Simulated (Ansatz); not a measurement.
## Fields on a plane of CuI (wurtzite)

```yaml
crystal:
  lattice:
    - [4.18654, 0.00000, 0.00000]
    - [-2.09327, 3.62565, 0.00000]
    - [0.00000, 0.00000, 6.89725]
  atoms:
    - { symbol: Cu, position: [0.66667, 0.33333, 0.87371] }
    - { symbol: Cu, position: [0.33333, 0.66667, 0.37371] }
    - { symbol: I, position: [0.66667, 0.33333, 0.50129] }
    - { symbol: I, position: [0.33333, 0.66667, 0.00129] }
```

The slice is a (-1 1 0 2) plane (indices of the conventional cell) through the point (0.333, 0.667, 0.001) (fractional), spanned by u = [110] and v = [1 -1 1] in vectors of this cell: u (4.19 Å) and v (10.01 Å, at 90° to u). It covers one period; positions are fractions (u, v).

Atoms on it: Cu at (0.50, 0.85), 0.2 Å off the plane; I at (0.00, 0.00). Other atoms lie within 1 Å of the plane.

Method: PBEsol (plane waves to 420 eV, PAW, scalar-relativistic; Ansatz, a program for electronic structure). k mesh 9×9×5. These are valence fields of a PAW run, semicore shells included where kept as valence: close to a nucleus they are smooth pseudo fields. CuI is run without spin polarisation. CuI was relaxed with its symmetry unable to fall. Spin-orbit coupling is left out, though I is heavy. The PAW data are Ansatz's earlier set. This is one of several known forms of CuI; the measured ambient cells at hand have space group No. 156 or 216.

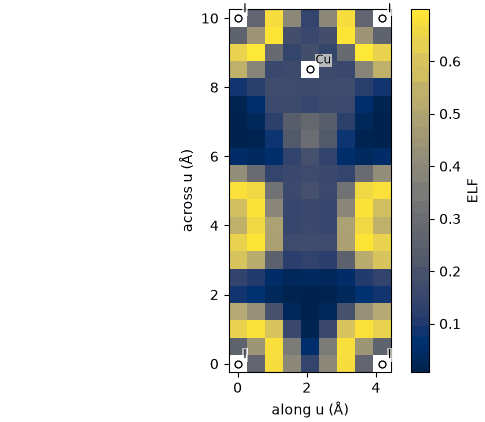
Fig. 1. Electron localisation function (ELF), one period of the plane, atoms marked. Points within 0.5 Å of a nucleus are left white, as the pseudised field means little there.

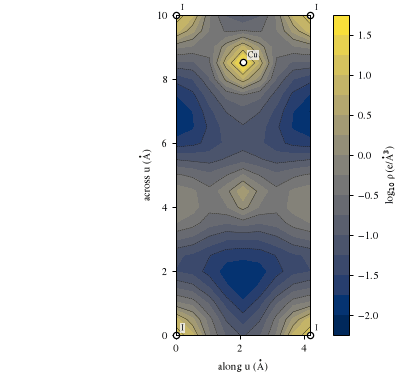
Figure: Log₁₀ of the valence density in e/Å³, one period of the plane, atoms marked. The scale is logarithmic, as a density can span decades between atoms and voids.
